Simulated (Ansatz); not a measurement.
**GaCO+ (quintet): wave-function methods side by side, cc-pVDZ**

How much of the correlation energy of GaCO+ (quintet) does each wave-function method recover here?

Program: Ansatz 0.2.0, Gaussian basis. Level of theory: cc-pVDZ, core rule «outside noble gas», up to 16 orbitals frozen. These are calculated values, not measurements.

The runs, in order: UHF; CCSD(T) on ROHF; CCSD(T) on UHF; BCCD(T) on ROHF; CISD; CCSDT(Q) on ROHF; CCSDT(Q) on UHF; CASSCF and MRCISD+Q, 10 electrons in 11 orbitals; CASSCF and NEVPT2, 10 electrons in 11 orbitals.

29 further runs of the same task are left out: 4 for a known fault of the program, 11 that didn't finish, 14 set aside as unsound or not needed.

### Step 1. The system

The geometry is a PBE0/def2-TZVP stationary point (not a proven minimum) of the parent state, kept for this charge and spin. No spin-orbit coupling is included. The filled d shell of Ga may be among the frozen orbitals whatever the setting's name suggests; the logs give the count.

3 atoms, charge 1, spin multiplicity 5.

Atoms are counted from 1 here; the program's logs count them from 0.

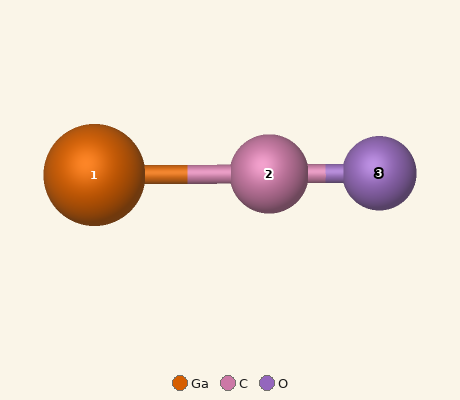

The structure; gallium orange, carbon pink, oxygen purple; atoms are numbered from 1 in the order of the file.

In the tables R marks a restricted open-shell determinant and U an unrestricted one; 'valence' is the active space of 10 electrons in 11 orbitals; energies count from the table's Hartree-Fock row.

### Step 2. UHF

Input file in.yaml:

```yaml
crystal:
  periodic: [false, false, false]
  atoms:
    - {symbol: Ga, position_ang: [0.000000, 0.000000, 1.613200]}
    - {symbol: C, position_ang: [0.000000, 0.000000, -0.226200]}
    - {symbol: O, position_ang: [0.000000, 0.000000, -1.387000]}
basis:
  gaussian: {orbitals: cc-pVDZ}
total_charge: 1
magnetization: {spin_polarized: true, initial_magnetization: 4}
hamiltonian: {xc: hf}
output: {orbitals: {seedname: orbitals}}
```

The run is started by

```
ansatz run in.yaml --threads 1 --pin off --events-out ev --progress --plain --max-ram 2393MiB
```

The log of the run:

```text
Functional definition: HF
  name "HF"
  cite "Fock, Z. Phys. 61, 126 (1930) doi:10.1007/BF01340294"
  parent pbe
  exchange = exact_x
  correlation = 0
586 factors; integrals over basis functions are off by at most 1.3e-3 eV
mean field evaluation 1: about -55376.9317 eV, gradient 3.4e1 eV
mean field evaluation 2: about -55377.1080 eV, gradient 3.4e1 eV
mean field evaluation 4: about -55384.0376 eV, gradient 4.7e0 eV
mean field evaluation 8: about -55384.6232 eV, gradient 8.3e-1 eV
mean field evaluation 16: about -55384.6873 eV, gradient 1.3e-5 eV
mean field evaluation 32: about -55387.4595 eV, gradient 2.1e-5 eV
mean field evaluation 64: about -55378.6879 eV, gradient 1.7e1 eV
mean field evaluation 96: about -55384.6552 eV, gradient 8.3e0 eV
mean field evaluation 128: about -55378.5492 eV, gradient 3.5e1 eV
mean field -55387.45949340 eV, -2035.4515934141 hartree, gradient 2.0e-5 eV, S^2 6.021752; 4 other end points of the search recorded, 0 dependent functions left out
reference -55387.45949340 eV, -2035.4515934141 hartree; 24, 20 occupied and 31, 35 virtual orbitals, 586 factors
Total energy: -55387.45949340 eV, -2035.4515934141 hartree
```

Run time: 2.2 s. Hardware: 1 thread of Arm Neoverse V2, shared host.

From the report: ⟨S²⟩ of the determinant 6.022 (pure quintet: 6.00).

### Step 3. CCSD(T) on ROHF

in.yaml: that of step 2 with these lines changed.

```diff
@@ -9,4 +9,3 @@
 total_charge: 1
-magnetization: {spin_polarized: true, initial_magnetization: 4}
-hamiltonian: {xc: hf}
-output: {orbitals: {seedname: orbitals}}
+magnetization: {spin_polarized: false, initial_magnetization: 4}
+correlation: {method: ccsd_t, electrons: outside_noble_gas}
```

Launched as before.

The log of the run (excerpt; [...] marks lines left out):

```text
Functional definition: HF
  name "HF"
  cite "Fock, Z. Phys. 61, 126 (1930) doi:10.1007/BF01340294"
  parent pbe
[...]
586 factors; integrals over basis functions are off by at most 1.3e-3 eV
[...]
mean field -55387.17175306 eV, -2035.4410191515 hartree, gradient 2.9e-6 eV, S^2 6.000000; 15 other end points of the search recorded, 0 dependent functions left out
[...]
determinant -55387.17175306 eV, -2035.4410191515 hartree, with singles and doubles -55394.66071287 eV, -2035.7162333485 hartree
determinant -55384.53204602 eV, -2035.3440117070 hartree, with singles and doubles -55391.62320158 eV, -2035.6046068674 hartree
determinant -55384.37621488 eV, -2035.3382850182 hartree, with singles and doubles -55392.70277624 eV, -2035.6442805044 hartree
determinant -55383.70963261 eV, -2035.3137885716 hartree, with singles and doubles -55392.66657759 eV, -2035.6429502285 hartree
determinant -55383.70043857 eV, -2035.3134506968 hartree, with singles and doubles -55392.72198294 eV, -2035.6449863375 hartree
determinant -55383.64958697 eV, -2035.3115819352 hartree, with singles and doubles -55390.66226568 eV, -2035.5692931245 hartree
16 core orbitals not correlated, not the lowest: weight in the atoms' cores, before any rotation towards them, 0.991 or more for the frozen orbitals, at most 0.005 for the correlated occupied ones
reference -55387.17175306 eV, -2035.4410191515 hartree; 8, 4 occupied and 31, 35 virtual orbitals, 586 factors
second order -6.60372912 eV of doubles, -0.16349166 eV of singles
cycle   1  -7.49016694 eV  change   -1.2e-3 eV  update   1.7e-3
[...]
cycle   9  -7.49154560 eV  change    1.0e-6 eV  update   3.1e-6
perturbative correction -0.22203123 eV, -0.0081594971 hartree
Total energy: -55394.88532988 eV, -2035.7244878713 hartree
```

It took 14 s on 1 thread of Arm Neoverse V2, shared host.

From the report: correlation -7.7136 eV; T1 0.027; largest double amplitude 0.08.

### Step 4. CCSD(T) on UHF

in.yaml: that of step 3 with these lines changed.

```diff
@@ -9,3 +9,3 @@
 total_charge: 1
-magnetization: {spin_polarized: false, initial_magnetization: 4}
+magnetization: {spin_polarized: true, initial_magnetization: 4}
 correlation: {method: ccsd_t, electrons: outside_noble_gas}
```

The command is unchanged.

The log of the run (excerpt; [...] marks lines left out):

```text
Functional definition: HF
  name "HF"
  cite "Fock, Z. Phys. 61, 126 (1930) doi:10.1007/BF01340294"
  parent pbe
[...]
586 factors; integrals over basis functions are off by at most 1.3e-3 eV
[...]
mean field -55387.45949340 eV, -2035.4515934141 hartree, gradient 6.1e-6 eV, S^2 6.021752; 12 other end points of the search recorded, 0 dependent functions left out
determinant -55387.45949340 eV, -2035.4515934141 hartree, with singles and doubles -55394.68645330 eV, -2035.7171792917 hartree
determinant -55384.80277074 eV, -2035.3539606572 hartree, with singles and doubles -55391.64535083 eV, -2035.6054208374 hartree
determinant -55384.68732775 eV, -2035.3497182053 hartree, with singles and doubles -55392.71975689 eV, -2035.6449045316 hartree
determinant -55381.37645635 eV, -2035.2280459256 hartree, with singles and doubles -55387.80719832 eV, -2035.4643713342 hartree
16 core orbitals not correlated, not the lowest: weight in the atoms' cores, before any rotation towards them, 0.992 or more for the frozen orbitals, at most 0.005 for the correlated occupied ones
reference -55387.45949340 eV, -2035.4515934141 hartree; 8, 4 occupied and 31, 35 virtual orbitals, 586 factors
second order -6.45319053 eV of doubles, -0.00000000 eV of singles
cycle   1  -7.22826155 eV  change   -1.3e-3 eV  update   1.8e-3
[...]
cycle   9  -7.22977149 eV  change    3.8e-6 eV  update   4.0e-6
perturbative correction -0.21394597 eV, -0.0078623695 hartree
Total energy: -55394.90321086 eV, -2035.7251449852 hartree
```

Run time: 17 s. Hardware: 1 thread of Arm Neoverse V2, shared host.

From the report: ⟨S²⟩ of the determinant 6.022 (pure quintet: 6.00); correlation -7.4437 eV; T1 0.027; largest double amplitude 0.08.

### Step 5. BCCD(T) on ROHF

in.yaml: that of step 4 with these lines changed.

```diff
@@ -9,3 +9,3 @@
 total_charge: 1
-magnetization: {spin_polarized: true, initial_magnetization: 4}
-correlation: {method: ccsd_t, electrons: outside_noble_gas}
+magnetization: {spin_polarized: false, initial_magnetization: 4}
+correlation: {method: bccd_t, electrons: outside_noble_gas}
```

The command is unchanged.

The log of the run (excerpt; [...] marks lines left out):

```text
Functional definition: HF
  name "HF"
  cite "Fock, Z. Phys. 61, 126 (1930) doi:10.1007/BF01340294"
  parent pbe
[...]
586 factors; integrals over basis functions are off by at most 1.3e-3 eV
[...]
mean field -55387.17175306 eV, -2035.4410191515 hartree, gradient 2.9e-6 eV, S^2 6.000000; 15 other end points of the search recorded, 0 dependent functions left out
[...]
determinant -55387.17175306 eV, -2035.4410191515 hartree, with singles and doubles -55394.66071287 eV, -2035.7162333485 hartree
determinant -55384.53204602 eV, -2035.3440117070 hartree, with singles and doubles -55391.62320158 eV, -2035.6046068674 hartree
determinant -55384.37621488 eV, -2035.3382850182 hartree, with singles and doubles -55392.70277624 eV, -2035.6442805044 hartree
determinant -55383.70963261 eV, -2035.3137885716 hartree, with singles and doubles -55392.66657759 eV, -2035.6429502285 hartree
determinant -55383.70043857 eV, -2035.3134506968 hartree, with singles and doubles -55392.72198294 eV, -2035.6449863375 hartree
determinant -55383.64958697 eV, -2035.3115819352 hartree, with singles and doubles -55390.66226568 eV, -2035.5692931245 hartree
16 core orbitals not correlated, not the lowest: weight in the atoms' cores, before any rotation towards them, 0.991 or more for the frozen orbitals, at most 0.005 for the correlated occupied ones
reference -55387.17175306 eV, -2035.4410191515 hartree; 8, 4 occupied and 31, 35 virtual orbitals, 586 factors
second order -6.60372912 eV of doubles, -0.16349166 eV of singles
cycle   1  -7.47465390 eV  change    1.4e-2 eV  update   1.4e-2
[...]
cycle  10  -7.47379939 eV  change    1.5e-6 eV  update   7.5e-6
perturbative correction -0.23557448 eV, -0.0086572025 hartree
Total energy: -55394.88112693 eV, -2035.7243334157 hartree
```

Run time: 14 s. Hardware: 1 thread of Arm Neoverse V2, shared host.

From the report: correlation -7.7094 eV; largest double amplitude 0.08.

### Step 6. CISD

in.yaml: that of step 5 with these lines changed.

```diff
@@ -10,2 +10,2 @@
 magnetization: {spin_polarized: false, initial_magnetization: 4}
-correlation: {method: bccd_t, electrons: outside_noble_gas}
+correlation: {active_space: {ras: {orbitals: [4, 4, 31], electrons: 12, max_holes: 2, max_particles: 2}, fixed_orbitals: true}}
```

Same command.

The log of the run (excerpt; [...] marks lines left out):

```text
Functional definition: HF
  name "HF"
  cite "Fock, Z. Phys. 61, 126 (1930) doi:10.1007/BF01340294"
  parent pbe
[...]
586 factors; integrals over basis functions are off by at most 1.3e-3 eV
[...]
mean field -55387.17175306 eV, -2035.4410191515 hartree, gradient 2.9e-6 eV, S^2 6.000000; 15 other end points of the search recorded, 0 dependent functions left out
reference -55387.17175306 eV, -2035.4410191515 hartree; 24, 20 occupied and 31, 35 virtual orbitals, 586 factors
state -55392.66008440 eV, -2035.6427116082 hartree
Total energy: -55392.66008440 eV, -2035.6427116082 hartree
```

Run time: 18 s. Hardware: 1 thread of Arm Neoverse V2, shared host.

From the report: 103,723 determinants.

### Step 7. CCSDT(Q) on ROHF

in.yaml: that of step 6 with these lines changed.

```diff
@@ -10,2 +10,2 @@
 magnetization: {spin_polarized: false, initial_magnetization: 4}
-correlation: {active_space: {ras: {orbitals: [4, 4, 31], electrons: 12, max_holes: 2, max_particles: 2}, fixed_orbitals: true}}
+correlation: {method: ccsdt_q, electrons: outside_noble_gas}
```

Launched as before.

The log of the run (excerpt; [...] marks lines left out):

```text
Functional definition: HF
  name "HF"
  cite "Fock, Z. Phys. 61, 126 (1930) doi:10.1007/BF01340294"
  parent pbe
[...]
1009 factors; integrals over basis functions are off by at most 1.8e-7 eV
[...]
mean field -55387.17191005 eV, -2035.4410249208 hartree, gradient 1.6e-6 eV, S^2 6.000000; 15 other end points of the search recorded, 0 dependent functions left out
[...]
determinant -55387.17191005 eV, -2035.4410249208 hartree, with singles and doubles -55394.66087687 eV, -2035.7162393751 hartree
determinant -55384.53219195 eV, -2035.3440170698 hartree, with singles and doubles -55391.62335532 eV, -2035.6046125172 hartree
determinant -55384.37637271 eV, -2035.3382908185 hartree, with singles and doubles -55392.70293827 eV, -2035.6442864588 hartree
determinant -55383.70980481 eV, -2035.3137948998 hartree, with singles and doubles -55392.66673576 eV, -2035.6429560410 hartree
determinant -55383.70060525 eV, -2035.3134568224 hartree, with singles and doubles -55392.72215346 eV, -2035.6449926041 hartree
determinant -55383.64974315 eV, -2035.3115876745 hartree, with singles and doubles -55390.66243175 eV, -2035.5692992274 hartree
16 core orbitals not correlated, not the lowest: weight in the atoms' cores, before any rotation towards them, 0.991 or more for the frozen orbitals, at most 0.005 for the correlated occupied ones
reference -55387.17191005 eV, -2035.4410249208 hartree; 8, 4 occupied and 31, 35 virtual orbitals, 1009 factors
second order -6.60374164 eV of doubles, -0.16349256 eV of singles
cycle   1  -7.20382301 eV  change   -4.3e-1 eV  update   8.7e-2
[...]
cycle  26  -7.75164782 eV  change    1.1e-7 eV  update   1.3e-6
perturbative correction -0.01774508 eV, -0.0006521197 hartree
Total energy: -55394.94130295 eV, -2035.7265448435 hartree
```

It took 48 s on 1 thread of Arm Neoverse V2, shared host; peak memory 0.6 GiB.

From the report: correlation -7.7694 eV; T1 0.028; largest double amplitude 0.10.

### Step 8. CCSDT(Q) on UHF

in.yaml: that of step 7 with these lines changed.

```diff
@@ -9,3 +9,3 @@
 total_charge: 1
-magnetization: {spin_polarized: false, initial_magnetization: 4}
+magnetization: {spin_polarized: true, initial_magnetization: 4}
 correlation: {method: ccsdt_q, electrons: outside_noble_gas}
```

Launched as before.

The log of the run (excerpt; [...] marks lines left out):

```text
Functional definition: HF
  name "HF"
  cite "Fock, Z. Phys. 61, 126 (1930) doi:10.1007/BF01340294"
  parent pbe
[...]
1009 factors; integrals over basis functions are off by at most 1.8e-7 eV
[...]
mean field -55387.45965242 eV, -2035.4515992578 hartree, gradient 2.0e-6 eV, S^2 6.021753; 12 other end points of the search recorded, 0 dependent functions left out
determinant -55387.45965242 eV, -2035.4515992578 hartree, with singles and doubles -55394.68661764 eV, -2035.7171853311 hartree
determinant -55384.80291724 eV, -2035.3539660408 hartree, with singles and doubles -55391.64550478 eV, -2035.6054264947 hartree
determinant -55384.68748715 eV, -2035.3497240632 hartree, with singles and doubles -55392.71991869 eV, -2035.6449104778 hartree
determinant -55381.37661476 eV, -2035.2280517470 hartree, with singles and doubles -55387.80736723 eV, -2035.4643775416 hartree
16 core orbitals not correlated, not the lowest: weight in the atoms' cores, before any rotation towards them, 0.992 or more for the frozen orbitals, at most 0.005 for the correlated occupied ones
reference -55387.45965242 eV, -2035.4515992578 hartree; 8, 4 occupied and 31, 35 virtual orbitals, 1009 factors
second order -6.45320068 eV of doubles, -0.00000000 eV of singles
cycle   1  -6.91882578 eV  change   -4.7e-1 eV  update   8.9e-2
[...]
cycle  26  -7.48372419 eV  change   -1.6e-7 eV  update   1.1e-6
perturbative correction -0.01966542 eV, -0.0007226908 hartree
Total energy: -55394.96304202 eV, -2035.7273437398 hartree
```

Wall time 48 s (1 thread of Arm Neoverse V2, shared host); peak memory 0.48 GiB.

From the report: ⟨S²⟩ of the determinant 6.022 (pure quintet: 6.00); correlation -7.5034 eV; T1 0.028; largest double amplitude 0.10.

### Step 9. CASSCF and MRCISD+Q, 10 electrons in 11 orbitals

in.yaml: that of step 8 with these lines changed.

```diff
@@ -9,3 +9,3 @@
 total_charge: 1
-magnetization: {spin_polarized: true, initial_magnetization: 4}
-correlation: {method: ccsdt_q, electrons: outside_noble_gas}
+magnetization: {spin_polarized: false, initial_magnetization: 4}
+correlation: {method: fic_mrcisd_q, electrons: outside_noble_gas, active_space: {window: {electrons: 10, orbitals: 11}, shells: [{species: C, l: s, shell: 2}, {species: C, l: p, shell: 2}, {species: Ga, l: s, shell: 4}, {species: Ga, l: p, shell: 4}, {species: O, l: p, shell: 2}]}}
```

The command is unchanged.

The log of the run (excerpt; [...] marks lines left out):

```text
Functional definition: HF
  name "HF"
  cite "Fock, Z. Phys. 61, 126 (1930) doi:10.1007/BF01340294"
  parent pbe
[...]
1009 factors; integrals over basis functions are off by at most 1.8e-7 eV
[...]
mean field -55387.17191005 eV, -2035.4410249208 hartree, gradient 1.6e-6 eV, S^2 6.000000; 15 other end points of the search recorded, 0 dependent functions left out
reference -55387.17191005 eV, -2035.4410249208 hartree; 24, 20 occupied and 31, 35 virtual orbitals, 1009 factors
state -55389.72813229 eV, -2035.5349643556 hartree
contracted CI cycle   1: correlation 0.00000000 eV, 0.0000000000 hartree, residual 2.33e1 eV
contracted CI cycle   2: correlation -4.73988903 eV, -0.1741877092 hartree, residual 3.80e0 eV
contracted CI cycle   3: correlation -4.88408924 eV, -0.1794869689 hartree, residual 7.93e-1 eV
contracted CI cycle   4: correlation -4.89115132 eV, -0.1797464957 hartree, residual 2.02e-1 eV
contracted CI cycle   5: correlation -4.89161877 eV, -0.1797636743 hartree, residual 5.44e-2 eV
contracted CI cycle   6: correlation -4.89165292 eV, -0.1797649290 hartree, residual 1.60e-2 eV
contracted CI cycle   7: correlation -4.89165579 eV, -0.1797650347 hartree, residual 5.00e-3 eV
contracted CI cycle   8: correlation -4.89165610 eV, -0.1797650459 hartree, residual 1.62e-3 eV
state -55389.72813229 eV, -2035.5349643556 hartree; corrected -55394.89515780 eV, -2035.7248490405 hartree
Total energy: -55394.89515780 eV, -2035.7248490405 hartree
Checks for a lower state left out: starts, orbital_swaps
```

Wall time 18 s (1 thread of Arm Neoverse V2, shared host); peak memory 0.95 GiB.

From the report: 13,600 determinants; active occupations 1.98, 1.97, 1.97, 1.00, 1.00, 0.99, 0.98, 0.04, 0.03, 0.02, 0.02.

### Step 10. CASSCF and NEVPT2, 10 electrons in 11 orbitals

Input file in.yaml:

```yaml
crystal:
  periodic: [false, false, false]
  atoms:
    - {symbol: Ga, position_ang: [0.000000, 0.000000, 1.613200]}
    - {symbol: C, position_ang: [0.000000, 0.000000, -0.226200]}
    - {symbol: O, position_ang: [0.000000, 0.000000, -1.387000]}
basis:
  gaussian: {orbitals: cc-pVDZ}
total_charge: 1
magnetization: {spin_polarized: false, initial_magnetization: 4}
correlation: {method: sc_nevpt2, electrons: outside_noble_gas, active_space: {window: {electrons: 10, orbitals: 11}, shells: [{species: C, l: s, shell: 2}, {species: C, l: p, shell: 2}, {species: Ga, l: s, shell: 4}, {species: Ga, l: p, shell: 4}, {species: O, l: p, shell: 2}]}}
```

The command is unchanged.

The log of the run (excerpt; [...] marks lines left out):

```text
Functional definition: HF
  name "HF"
  cite "Fock, Z. Phys. 61, 126 (1930) doi:10.1007/BF01340294"
  parent pbe
[...]
1009 factors; integrals over basis functions are off by at most 1.8e-7 eV
[...]
mean field -55387.17191005 eV, -2035.4410249208 hartree, gradient 1.6e-6 eV, S^2 6.000000; 15 other end points of the search recorded, 0 dependent functions left out
reference -55387.17191005 eV, -2035.4410249208 hartree; 24, 20 occupied and 31, 35 virtual orbitals, 1009 factors
state -55389.72813229 eV, -2035.5349643556 hartree
state -55389.72813229 eV, -2035.5349643556 hartree; corrected -55394.07773814 eV, -2035.6948094222 hartree
Total energy: -55394.07773814 eV, -2035.6948094222 hartree
Checks for a lower state left out: starts, orbital_swaps
```

Wall time 12 s (1 thread of Arm Neoverse V2, shared host).

From the report: 13,600 determinants; active occupations 1.98, 1.97, 1.97, 1.00, 1.00, 0.99, 0.98, 0.04, 0.03, 0.02, 0.02.

### Step 11. How many determinants matter

Natural occupations of the CASSCF valence state about the gap (report; correlated orbitals 1 to 10): 1.981, 1.972, 1.968, 1.002, 1.002, 0.991, 0.980, 0.039, 0.026, 0.025. The count of effectively unpaired electrons, Σ n²(2 − n)², is 4.02; a single determinant of this spin has 4.

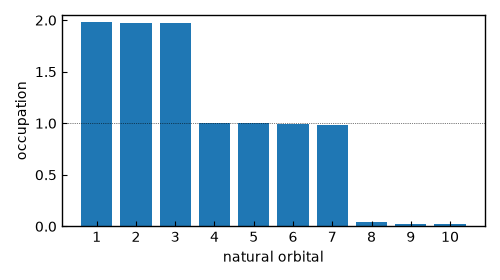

Natural occupations of the CASSCF valence state.

### Step 12. All levels against the top one

No level here is safe as a reference; RCCSDT(Q) serves as a yardstick only. Rows without a time come out of other runs: HF, MP2 and CCSD of CCSD(T), CCSDT of CCSDT(Q), CASSCF and MRCISD of the multireference runs.

Differences are taken before rounding.

| method | energy from the lowest RHF (meV) | from RCCSDT(Q) (meV) | time |
| --- | --- | --- | --- |
| RHF | 0.0 | +7769.5 |  |
| UHF | -287.7 | +7481.8 |  |
| RMP2 | -6767.2 | +1002.3 |  |
| UMP2 | -6740.9 | +1028.6 |  |
| RCCSD | -7491.5 | +278.0 |  |
| UCCSD | -7517.5 | +252.0 |  |
| RCCSD(T) | -7713.6 | +56.0 | 14 s |
| UCCSD(T) | -7731.5 | +38.1 | 17 s |
| BCCD(T) | -7709.4 | +60.2 | 14 s |
| RCCSDT | -7751.8 | +17.7 |  |
| UCCSDT | -7771.6 | -2.1 |  |
| RCCSDT(Q) | -7769.5 | 0 | 48 s |
| UCCSDT(Q) | -7791.3 | -21.7 | 48 s |
| CASSCF valence | -2556.4 | +5213.2 |  |
| NEVPT2 valence | -6906.0 | +863.6 | 12 s |
| MRCISD valence | -7448.0 | +321.5 |  |
| MRCISD+Q valence | -7723.4 | +46.1 | 18 s |

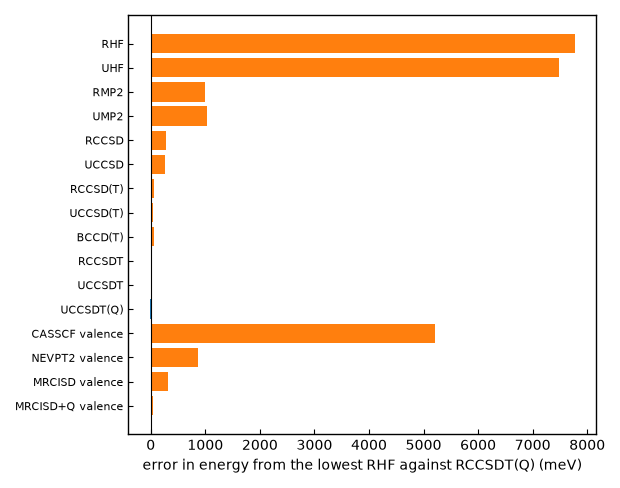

How far each level lands from RCCSDT(Q).

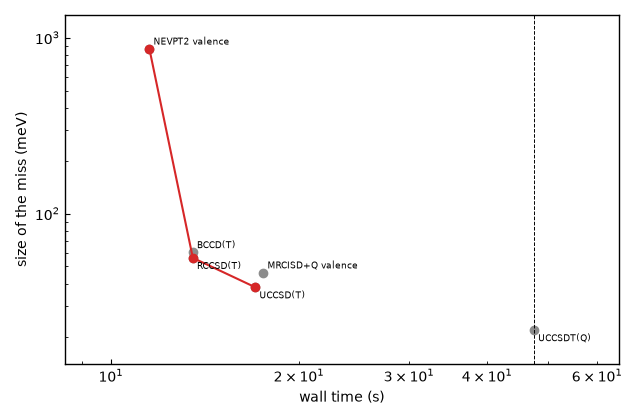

Miss against cost. Red marks the levels that no quicker level drawn beats (of those quicker than the yardstick), and the dashed line is the time of RCCSDT(Q). Times are from a shared host.

Not comparable, so not listed: CISD (they don't share determinant, frozen orbitals or solution with the rows shown, or repeat one).

### Step 13. Summary of results

```
                       quantity        value
 RCCSDT(Q) below the RHF energy   -7.7695 eV
            RMP2 from RCCSDT(Q)  +1002.3 meV
            UMP2 from RCCSDT(Q)  +1028.6 meV
           RCCSD from RCCSDT(Q)   +278.0 meV
        RCCSD(T) from RCCSDT(Q)    +56.0 meV
        UCCSD(T) from RCCSDT(Q)    +38.1 meV
       UCCSDT(Q) from RCCSDT(Q)    -21.7 meV
  NEVPT2 valence from RCCSDT(Q)   +863.6 meV
MRCISD+Q valence from RCCSDT(Q)    +46.1 meV
                  T1 diagnostic        0.027
 effectively unpaired electrons         4.02
```

What this shows: RCCSD(T) lands +56.0 meV from the yardstick (0.7 % of the correlation energy). One determinant dominates.
